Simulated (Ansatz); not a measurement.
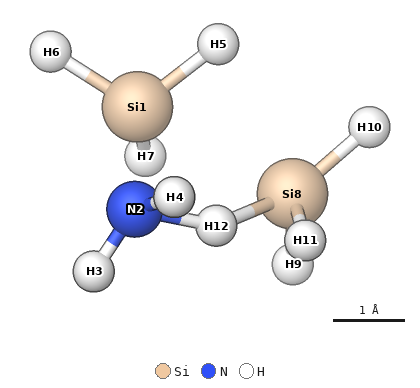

Fig. 1: The structure as given in the input (ball-and-stick view, seen at a tilt; atoms are numbered from 1 in the order of the input).

Geometry relaxation of Si2NH9 (part 1 of 2)

- system: Si2NH9
- method: RKS B3LYP-D4/6-31G* (Ansatz 0.2.0)

The input holds or restrains some coordinates. Forces given for the steps count only the free coordinates. It belongs to a series of runs on one base structure; here: pulled along the bonds that form and break, towards end B. Figures and captions count atoms from 1; the log counts them from 0 in places.

Output
```
The last accepted step is kept in [file] (removed where the run ends without a failure and the disk answers)
Engine: ansatz 0.2.0, aarch64-unknown-linux-gnu
Functional definition: B3LYP
  parameter a0 = 0.2
  parameter ax = 0.72
  parameter ac = 0.81
  exchange = (1 - a0 - ax)*slater_x + ax*b88_x + a0*exact_x
  correlation = (1 - ac)*vwn_rpa_c + ac*lyp_c
812 factors; integrals over basis functions are off by at most 6.3e-4 eV
mean field evaluation 1: about -17382.3114 eV, gradient 4.5e1 eV
mean field evaluation 2: about -17374.8370 eV, gradient 7.1e1 eV
mean field evaluation 4: about -17386.4856 eV, gradient 2.2e0 eV
mean field evaluation 8: about -17386.5203 eV, gradient 7.8e-2 eV
mean field evaluation 16: about -17386.5204 eV, gradient 6.2e-5 eV
mean field -17386.52035746 eV, -638.9428381298 hartree, gradient 6.2e-5 eV, S^2 0.000000; 0 other end points of the search recorded, 0 dependent functions left out
the calculation of the forces begins
reference -17386.52061492 eV, -638.9428475913 hartree; 22, 22 occupied and 49, 49 virtual orbitals, 812 factors
relax step   1: F+E_penalty+E_count = -17386.91110775 eV  Δ(F+E_penalty+E_count) = +0.000e0 eV  max|allowed force component| = 2.638e0 eV/Å  E_restraint = 28.33569306 eV  max|allowed force component, restraints' pulls added| = 2.641e1 eV/Å  Δτ_max = 0.0000 Å  (25 SCF iters, accepted)
  distance Si 0 - Si 7 = 2.5200 Å
  distance H 11 - N 1 = 1.2620 Å
  distance Si 0 - N 1 = 2.1700 Å
  distance H 11 - Si 7 = 1.6423 Å
these checks for a lower state are left out or cut short: starts, cluster_reference, orbital_swaps, neighbouring_geometries, increment
812 factors; integrals over basis functions are off by at most 7.4e-4 eV
mean field -17387.08655968 eV, -638.9636456777 hartree, gradient 6.7e-5 eV, S^2 0.000000; 0 other end points of the search recorded, 0 dependent functions left out
[... from here on the field's lines of each further geometry are left out, up to the last ...]
relax step   2: F+E_penalty+E_count = -17387.47105961 eV  Δ(F+E_penalty+E_count) = -5.600e-1 eV  max|allowed force component| = 2.699e0 eV/Å  E_restraint = 13.96181070 eV  max|allowed force component, restraints' pulls added| = 1.598e1 eV/Å  Δτ_max = 0.1947 Å  (29 SCF iters, accepted)
relax step   3: F+E_penalty+E_count = -17387.37460693 eV  Δ(F+E_penalty+E_count) = +9.645e-2 eV  max|allowed force component| = 4.377e0 eV/Å  E_restraint = 5.28609768 eV  max|allowed force component, restraints' pulls added| = 8.356e0 eV/Å  Δτ_max = 0.1946 Å  (27 SCF iters, accepted)
relax step   4: F+E_penalty+E_count = -17387.99304823 eV  Δ(F+E_penalty+E_count) = -6.184e-1 eV  max|allowed force component| = 4.750e0 eV/Å  E_restraint = 0.99239190 eV  max|allowed force component, restraints' pulls added| = 3.718e0 eV/Å  Δτ_max = 0.1945 Å  (27 SCF iters, accepted)
relax step   5: F+E_penalty+E_count = -17389.31742002 eV  Δ(F+E_penalty+E_count) = -1.324e0 eV  max|allowed force component| = 5.281e0 eV/Å  E_restraint = 0.14992325 eV  max|allowed force component, restraints' pulls added| = 5.130e0 eV/Å  Δτ_max = 0.1941 Å  (27 SCF iters, accepted)
relax step   6: F+E_penalty+E_count = -17390.40197859 eV  Δ(F+E_penalty+E_count) = -1.085e0 eV  max|allowed force component| = 4.583e0 eV/Å  E_restraint = 0.02226041 eV  max|allowed force component, restraints' pulls added| = 4.461e0 eV/Å  Δτ_max = 0.1950 Å  (25 SCF iters, accepted)
relax step   7: F+E_penalty+E_count = -17391.20596102 eV  Δ(F+E_penalty+E_count) = -8.040e-1 eV  max|allowed force component| = 1.333e0 eV/Å  E_restraint = 0.04013386 eV  max|allowed force component, restraints' pulls added| = 9.586e-1 eV/Å  Δτ_max = 0.1985 Å  (25 SCF iters, accepted)
relax step   8: F+E_penalty+E_count = -17391.49189000 eV  Δ(F+E_penalty+E_count) = -2.859e-1 eV  max|allowed force component| = 1.346e0 eV/Å  E_restraint = 0.03509090 eV  max|allowed force component, restraints' pulls added| = 1.230e0 eV/Å  Δτ_max = 0.1906 Å  (25 SCF iters, accepted)
relax step   9: F+E_penalty+E_count = -17391.60812531 eV  Δ(F+E_penalty+E_count) = -1.162e-1 eV  max|allowed force component| = 1.108e0 eV/Å  E_restraint = 0.03580757 eV  max|allowed force component, restraints' pulls added| = 3.568e-1 eV/Å  Δτ_max = 0.1998 Å  (24 SCF iters, accepted)
relax step  10: F+E_penalty+E_count = -17391.69107573 eV  Δ(F+E_penalty+E_count) = -8.295e-2 eV  max|allowed force component| = 1.161e0 eV/Å  E_restraint = 0.04049247 eV  max|allowed force component, restraints' pulls added| = 7.431e-1 eV/Å  Δτ_max = 0.1955 Å  (24 SCF iters, accepted)
relax step  11: F+E_penalty+E_count = -17391.76408440 eV  Δ(F+E_penalty+E_count) = -7.301e-2 eV  max|allowed force component| = 1.268e0 eV/Å  E_restraint = 0.03426352 eV  max|allowed force component, restraints' pulls added| = 9.489e-1 eV/Å  Δτ_max = 0.1971 Å  (24 SCF iters, accepted)
relax step  12: F+E_penalty+E_count = -17391.83213466 eV  Δ(F+E_penalty+E_count) = -6.805e-2 eV  max|allowed force component| = 1.106e0 eV/Å  E_restraint = 0.02741406 eV  max|allowed force component, restraints' pulls added| = 5.165e-1 eV/Å  Δτ_max = 0.1957 Å  (25 SCF iters, accepted)
relax step  13: F+E_penalty+E_count = -17391.89842362 eV  Δ(F+E_penalty+E_count) = -6.629e-2 eV  max|allowed force component| = 9.987e-1 eV/Å  E_restraint = 0.02861989 eV  max|allowed force component, restraints' pulls added| = 2.780e-1 eV/Å  Δτ_max = 0.2000 Å  (24 SCF iters, accepted)
relax step  14: F+E_penalty+E_count = -17391.94337685 eV  Δ(F+E_penalty+E_count) = -4.495e-2 eV  max|allowed force component| = 8.451e-1 eV/Å  E_restraint = 0.03205631 eV  max|allowed force component, restraints' pulls added| = 2.637e-1 eV/Å  Δτ_max = 0.1948 Å  (25 SCF iters, accepted)
relax step  15: F+E_penalty+E_count = -17391.98571921 eV  Δ(F+E_penalty+E_count) = -4.234e-2 eV  max|allowed force component| = 8.238e-1 eV/Å  E_restraint = 0.03160043 eV  max|allowed force component, restraints' pulls added| = 1.099e-1 eV/Å  Δτ_max = 0.2000 Å  (24 SCF iters, accepted)
relax step  16: F+E_penalty+E_count = -17391.99363323 eV  Δ(F+E_penalty+E_count) = -7.914e-3 eV  max|allowed force component| = 9.216e-1 eV/Å  E_restraint = 0.02997401 eV  max|allowed force component, restraints' pulls added| = 4.977e-1 eV/Å  Δτ_max = 0.1925 Å  (24 SCF iters, accepted)
the calculation of the forces begins
reference -17391.63968819 eV, -639.1309700643 hartree; 22, 22 occupied and 49, 49 virtual orbitals, 812 factors
relax step  17: F+E_penalty+E_count = -17392.00343268 eV  Δ(F+E_penalty+E_count) = -9.799e-3 eV  max|allowed force component| = 8.079e-1 eV/Å  E_restraint = 0.03021810 eV  max|allowed force component, restraints' pulls added| = 1.354e-1 eV/Å  Δτ_max = 0.1578 Å  (24 SCF iters, accepted)
  distance Si 0 - Si 7 = 2.2567 Å
  distance H 11 - N 1 = 1.0359 Å
  distance Si 0 - N 1 = 3.0192 Å
  distance H 11 - Si 7 = 2.6693 Å
812 factors; integrals over basis functions are off by at most 7.5e-4 eV
mean field evaluation 128: about -17391.6274 eV, gradient 6.2e-2 eV
```

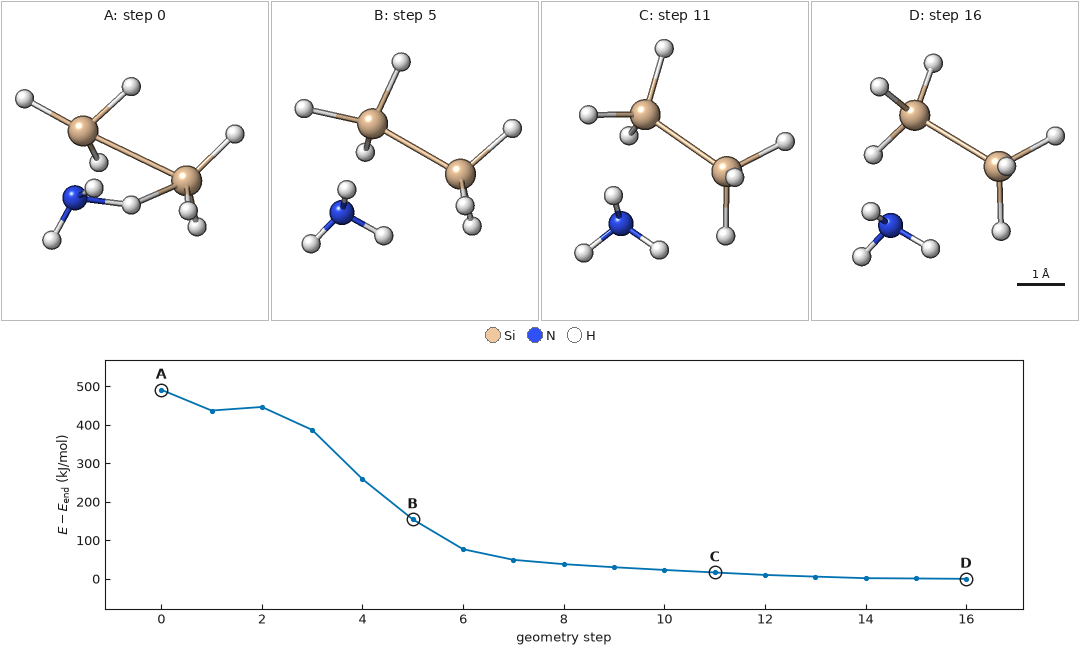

Fig. 2: Frames of the restrained relaxation (ball-and-stick view, seen at a tilt) above the curves, on which the letters mark them (the first geometry is step 0 here and step 1 in the log).

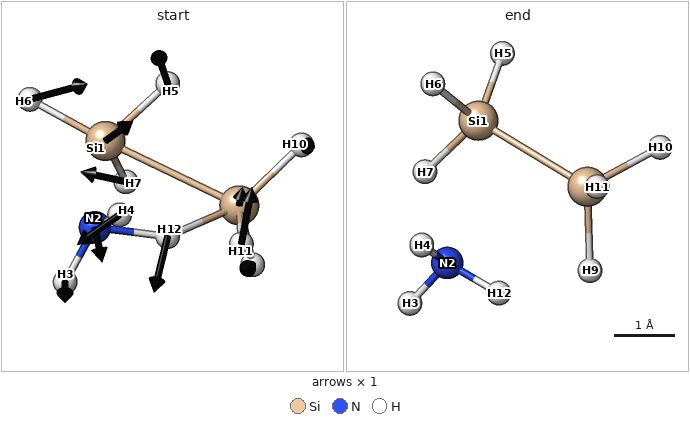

Fig. 3: Before (left) and after (right) the restrained relaxation, at one scale (ball-and-stick view, seen at a tilt). The black arrows give the displacements, at true length. Over 16 geometry steps the energy falls by 491.3 kJ/mol. The largest force component goes from 2.6 to 0.81 eV/Å. The atom that moves furthest after the best rigid fit is H5 (1.57 Å). By element the largest moves are H 1.57 Å, Si 0.63 Å, N 0.62 Å. Among the contacts that change: Si8–H12 1.642 → 2.669 Å, Si1–Si8 2.520 → 2.257 Å, N2–H12 1.262 → 1.036 Å, N2–H3 1.060 → 1.018 Å. Bonds break: Si8–H12 (1.64 → 2.67 Å). Among the angles that change: H6–Si1–Si8 176.6° → 112.7°, H5–Si1–Si8 67.2° → 110.0°, H7–Si1–Si8 72.8° → 112.4°. (Atoms are counted from 1 in the order of the input.)

```
mean field -17391.63943271 eV, -639.1309606756 hartree, gradient 2.1e-5 eV, S^2 0.000000; 1 other end points of the search recorded, 0 dependent functions left out
the calculation of the forces begins
reference -17391.63968819 eV, -639.1309700643 hartree; 22, 22 occupied and 49, 49 virtual orbitals, 812 factors
Total energy: -17392.00368816 eV, -639.1443468165 hartree
Atom 0 at     0.468057    -0.231998    -0.461666 Å, force    -0.535202     0.735396    -0.593768 eV/Å
Atom 1 at    -0.280661    -0.430406     2.456437 Å, force     0.384534    -0.548148     0.361978 eV/Å
Atom 2 at    -1.281412    -0.544261     2.602904 Å, force    -0.021864    -0.024108    -0.016275 eV/Å
Atom 3 at     0.000732     0.417486     2.943481 Å, force     0.008234     0.038748     0.020397 eV/Å
Atom 4 at     0.902435    -0.274997    -1.894240 Å, force     0.021514     0.005841    -0.007900 eV/Å
Atom 5 at     0.795191     1.135729     0.020494 Å, force    -0.015770     0.025481     0.051578 eV/Å
Atom 6 at    -1.007081    -0.422020    -0.485388 Å, force    -0.009327     0.014364     0.032098 eV/Å
Atom 7 at     1.523175    -1.844967     0.712134 Å, force     0.610743    -0.807884     0.205043 eV/Å
Atom 8 at     0.584118    -2.869029     1.252624 Å, force     0.023353     0.003067     0.023923 eV/Å
Atom 9 at     2.456897    -2.582312    -0.192086 Å, force     0.063484    -0.070242     0.039529 eV/Å
Atom 10 at     2.360910    -1.323416     1.830485 Å, force    -0.035452    -0.005348     0.006156 eV/Å
Atom 11 at     0.188840    -1.218609     2.937521 Å, force    -0.494247     0.632833    -0.122759 eV/Å
Dipole moment:    -0.256431     0.093669     0.617032 e Å
```

Trajectory as extended XYZ (Å, eV, eV/Å), 17 frames, from step=1 to step=17
```
12
Properties=species:S:1:pos:R:3:forces:R:3 step=1 energy=-17386.91111
Si    0.0000    0.0000    0.0000    1.5153  -1.6917   1.0082
N     0.0000    0.0000    2.1700    0.7786  -1.4381  -0.0744
H    -0.8770   -0.2713    2.7000    1.4256   0.9748  -0.0923
H     0.8770    0.2713    2.7000   -1.9946   1.1034  -0.0126
H     1.3768    0.0000   -0.4862    0.1450   1.3537  -1.1184
H    -0.6877    1.1914   -0.4862   -0.5716   0.8784   0.7693
H    -0.6877   -1.1914   -0.4862   -0.9684   0.2285  -0.7521
Si    1.3153   -1.9973    0.7946    0.5114  -1.6496  -1.6863
H     0.4966   -3.1999    0.6724   -0.0916  -0.8345   0.3223
H     2.5185   -2.1437   -0.0193    0.6628  -0.1646  -0.1266
H     1.6939   -1.8070    2.1918    1.2256  -1.1300   1.2871
H     0.6855   -1.0409    1.9718   -2.6380   2.3698   0.4757
12
Properties=species:S:1:pos:R:3:forces:R:3 step=2 energy=-17387.47106
Si    0.0444   -0.0626   -0.1172    0.5167  -0.6194   1.2804
N    -0.0010    0.0005    2.2949    1.9842  -2.3417  -2.5835
H    -0.8799   -0.2666    2.7219    0.3147   0.5617   1.2338
H     0.8730    0.2884    2.7226   -0.9401   1.8946   1.6137
H     1.3936    0.0125   -0.5059    1.2715   1.3577  -1.9590
H    -0.6889    1.1926   -0.4774   -0.1242   0.1697   1.0011
H    -0.7026   -1.2011   -0.5012   -1.4608  -0.5122  -1.5893
Si    1.3395   -2.0406    0.6669   -1.0996   0.5469   2.3099
H     0.4940   -3.2142    0.6718   -0.1829  -1.0856  -0.0154
H     2.5407   -2.1493   -0.0334    1.8163  -0.4685  -1.0860
H     1.6992   -1.8220    2.1760    0.6032  -0.9163  -0.5703
H     0.5992   -0.9265    2.1037   -2.6990   1.4131   0.3646
12
Properties=species:S:1:pos:R:3:forces:R:3 step=3 energy=-17387.37461
Si    0.0923   -0.1360   -0.2397   -0.6211   0.8082   1.7828
N     0.0069   -0.0021    2.4080    0.5828  -0.3071  -2.9749
H    -0.8849   -0.2604    2.7531   -0.5456   0.7103   1.8166
H     0.8710    0.3229    2.7632   -0.1663   2.5379   2.3162
H     1.4235    0.0309   -0.5438    2.1244   1.3471  -2.3965
H    -0.6843    1.1848   -0.4600    0.3570  -0.5962   0.9930
H    -0.7283   -1.2172   -0.5341   -1.8190  -1.0933  -2.0609
Si    1.3401   -2.0536    0.5560   -1.6090   0.9437   4.3766
H     0.4921   -3.2285    0.6682   -0.1088  -0.9895  -0.2509
H     2.5705   -2.1578   -0.0540    2.1981  -0.5514  -1.3870
H     1.7019   -1.8314    2.1518    0.3282  -0.7646  -1.4863
H     0.5105   -0.8404    2.2540   -0.7207  -2.0450  -0.7289
12
Properties=species:S:1:pos:R:3:forces:R:3 step=4 energy=-17387.99305
Si    0.1478   -0.2242   -0.3400   -0.9759   1.4360   1.7582
N    -0.0208    0.0425    2.5280    2.2979  -1.6218  -2.5586
H    -0.9324   -0.2012    2.8387   -0.5234   1.1559   1.7624
H     0.8604    0.4320    2.8602   -1.5106   1.6883   1.5125
H     1.4826    0.0775   -0.6536    1.4637   1.1261  -2.2965
H    -0.6565    1.1394   -0.4171    0.6730  -1.1075   0.8111
H    -0.7850   -1.2458   -0.6327   -1.4098  -0.6949  -2.0647
Si    1.3355   -2.0600    0.4663   -0.8507   0.4063   4.7500
H     0.4964   -3.2577    0.6500    0.0648  -0.6219  -0.4278
H     2.6226   -2.1792   -0.0954    1.3965  -0.4793  -1.0568
H     1.7146   -1.8596    2.0811    0.0929  -0.4899  -1.6509
H     0.4461   -0.8526    2.4372   -0.7186  -0.7974  -0.5390
```
